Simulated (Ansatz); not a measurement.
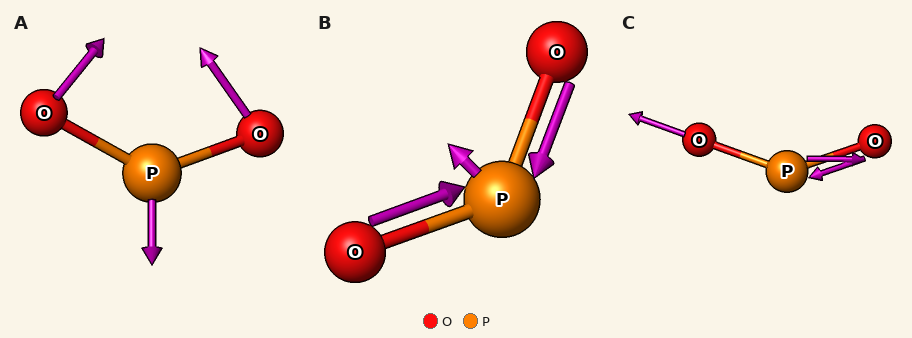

3 normal modes of one molecule or complex, as arrows. State: neutral, doublet. Harmonic vibrations computed with UKS PBE0-D4/def2-TZVP (Ansatz 0.2.0) at a stationary point of the same level.

Match the panels to the wavenumbers 397 cm⁻¹, 1106 cm⁻¹, 1375 cm⁻¹.

Answer. A: 397 cm⁻¹, O–P–O bending
B: 1106 cm⁻¹, in-phase stretching of 2 O–P bonds
C: 1375 cm⁻¹, out-of-phase stretching of 2 O–P bonds
